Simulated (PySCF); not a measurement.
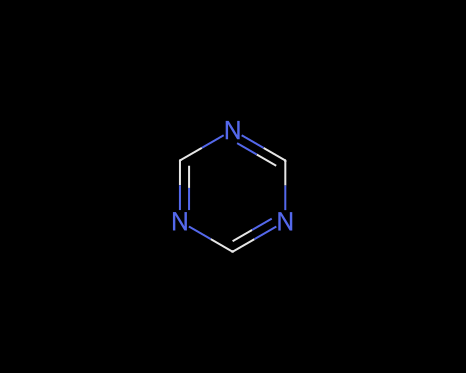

2D structure.

Give its SMILES.

c1ncncn1

Give the formula, hydrogens included.

C3H3N3.

An optimisation with PBE0-D3(BJ)/def2-SVP gave a structure of which point group?

D3h.

More results for the same structure follow; atom numbers are the same in all pictures, views and colours differ. The computed structure is the end point of a PBE0-D3(BJ)/def2-SVP optimisation. No frequency run is at hand to confirm it as a minimum.

### Spin–spin coupling

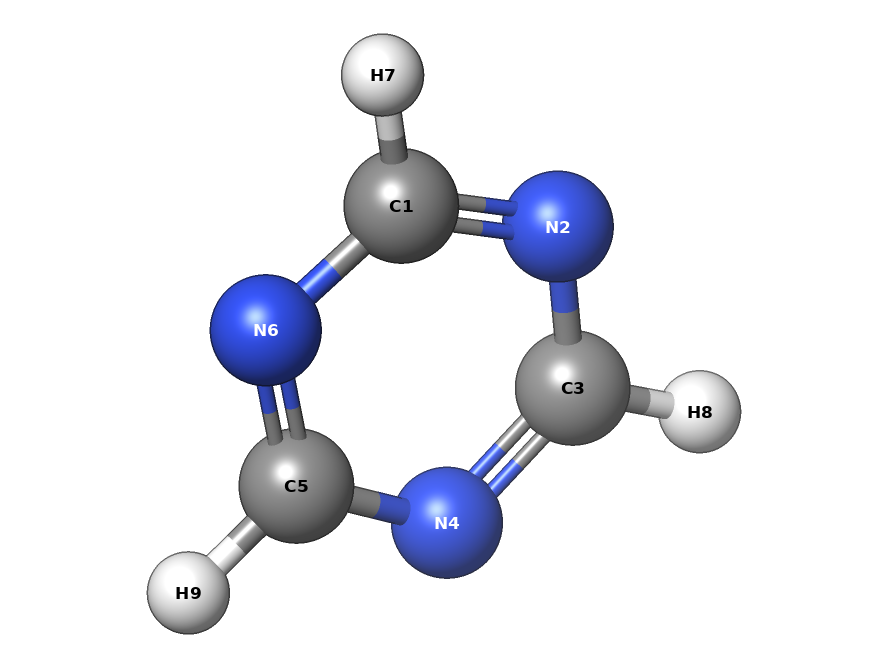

No frequency run is at hand to confirm it as a minimum. Properties computed with B3LYP/pcJ-1 indirect spin-spin coupling, non-relativistic, gas phase (PySCF 2.14.0). Isotopes: 13C, 1H, 15N.

Give the spin–spin coupling constants of these pairs, with the number of bonds between them: C1/H7, C3/N4, C3/H8, C5/N6, C5/H9, C1/C3, N2/H7, N4/H9, N6/H9, N6/H7, C1/N4, C1/H8, C3/N6, C3/H7.

```tsv
pair	bonds apart	J (Hz)
C1, H7	1	215.7
C3, N4	1	4.8
C3, H8	1	215.8
C5, N6	1	4.8
C5, H9	1	215.8
C1, C3	2	−5.7
N2, H7	2	−16.0
N4, H9	2	−16.0
N6, H9	2	−15.9
N6, H7	2	−15.9
C1, N4	3	−6.7
C1, H8	3	8.8
C3, N6	3	−6.7
C3, H7	3	8.8
```

### Electronic properties

No frequency run is at hand to confirm it as a minimum. Properties computed with CAM-B3LYP/def2-SVPD, gas phase (PySCF 2.14.0). Excitations: vertical, linear response.

Give the HOMO–LUMO gap at this level.

9.03 eV.

Estimate the mean static polarisability.

50.0 bohr³.

Give the HOMO energy (Kohn–Sham orbital) at this level.

−9.60 eV.

What is the lowest vertical singlet excitation?

4.74 eV.

### Bond orders

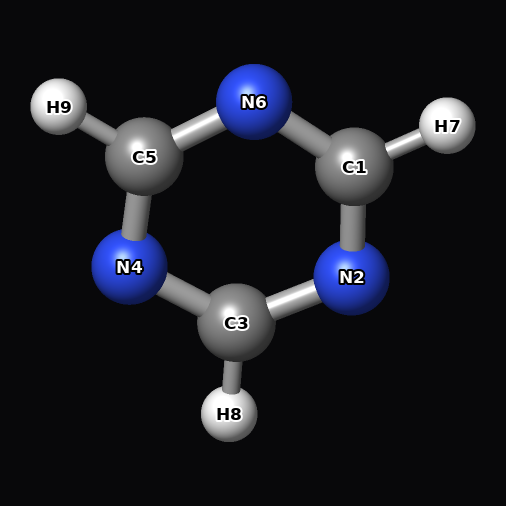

The thickness of each stick grows with its Mayer bond order. No frequency run is at hand to confirm it as a minimum. Level of theory: PBE0/pcSseg-1 (PySCF 2.14.0).

List the Mayer bond orders of C1–N2, C1–H7 (one bond of each equivalent set).

```csv
bond,Mayer order,length (Å)
C1–N2,1.46,1.329
C1–H7,0.96,1.097
```
